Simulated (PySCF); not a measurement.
C₅H₁₁GeN

The calculation's input:

```
{"job": {"kind": "uv", "xc": "wB97X-D", "basis": "def2-SVPD", "nstates": 8, "ntriplets": 3}, "charge": 0, "multiplicity": 1}
N      2.339749     0.790752     0.966438
Ge     1.286040     0.214847    -0.409477
C     -0.222131     1.499536    -0.606724
C     -1.308704     1.078308     0.326226
C     -1.751817    -0.170263     0.399154
C     -1.185084    -1.285794    -0.426480
C      0.301859    -1.504729    -0.118121
H      1.848461     0.963341     1.833068
H      3.153020     0.229618     1.176895
H      2.231450     0.180375    -1.595225
H     -0.579600     1.444510    -1.637979
H      0.082751     2.526542    -0.418471
H     -1.734959     1.839852     0.966194
H     -2.545679    -0.423419     1.088211
H     -1.289446    -1.040777    -1.488144
H     -1.738595    -2.209605    -0.242626
H      0.410366    -1.821978     0.920427
H      0.693559    -2.304798    -0.745023
```

Launched as:

```sh
OMP_NUM_THREADS=1 python probes_run.py task.json out
```

Geometry: GFN2-xTB.

All numbers below come from wB97X-D/def2-SVPD, SCF density, gas phase (PySCF 2.14.0).

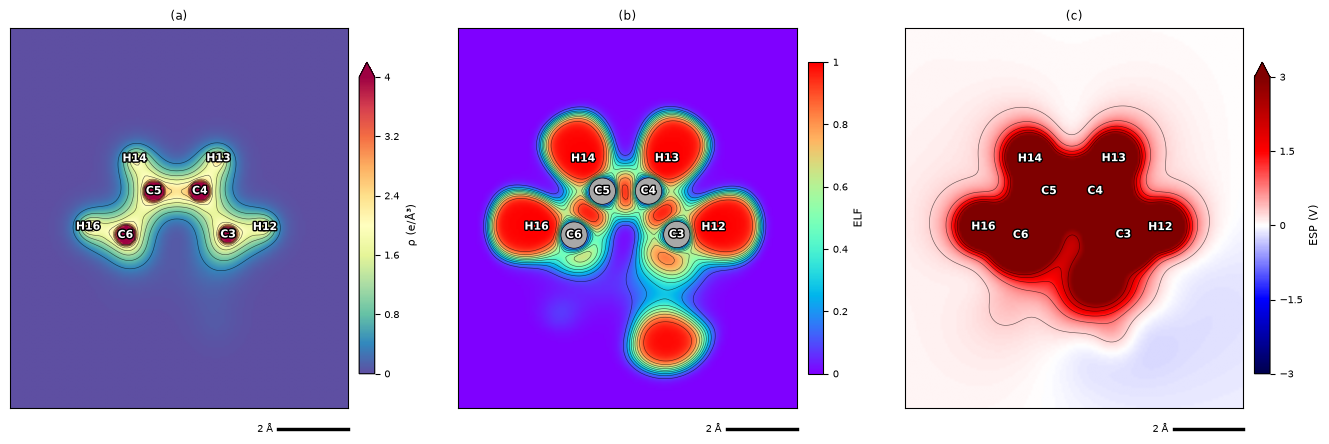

Figure 1. (a) total electron density; (b) electron localisation function; (c) molecular electrostatic potential on the plane of atoms C5, C6 and H16. Grey discs cover the atomic cores in the ELF map.

Question: Describe what can be read from this map.

Answer: The plane passes through C and H nuclei. C–C (1.33 Å): ρ is about 2.3 e/Å³ halfway; the ELF peaks at about 0.95 between the atoms (a short, multiple covalent bond). C–C (1.49 Å): ρ is about 1.7 e/Å³ halfway; the ELF peaks at about 0.95 between the atoms: a shared electron pair. C–H (1.08 Å): ρ is about 2 e/Å³ halfway; the ELF climbs to about 1 towards the hydrogen, as it does in any bond to H (a covalent bond by its length). The potential has no marked negative region in this plane.

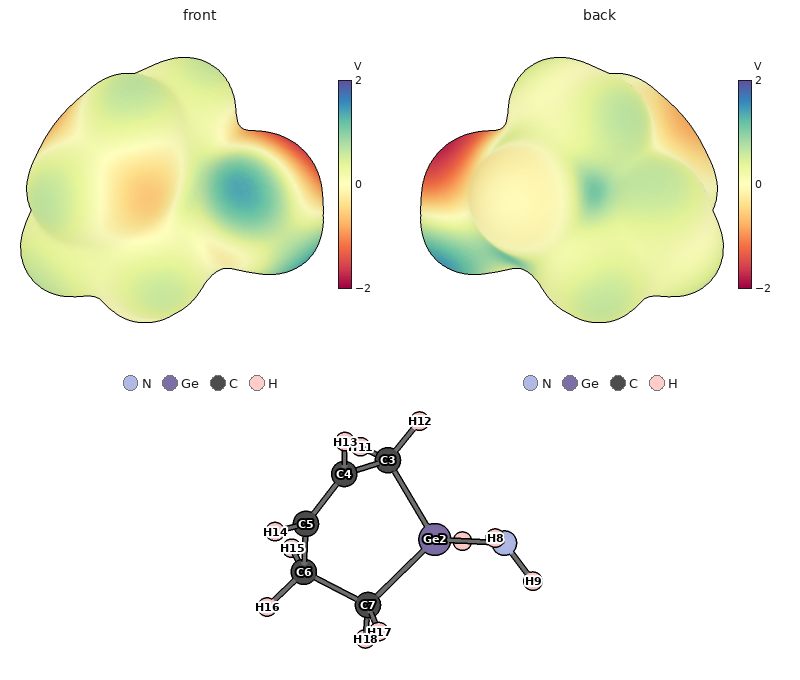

Figure 2. The electrostatic potential painted on the density surface at 0.002 e/bohr³, seen from the front and from behind; the colour scale runs from red (negative) to blue (positive). The bare structure is drawn below in the same view.

Question: Where is the surface potential most negative and most positive?

Answer: The most negative region (about −1.7 V) lies over N1, the most positive (about +1.4 V) over H8 and H9. N1 is the likeliest acceptor of a hydrogen bond.

Question: What dipole moment does the calculation give?

Answer: Its dipole moment is 1.14 D.
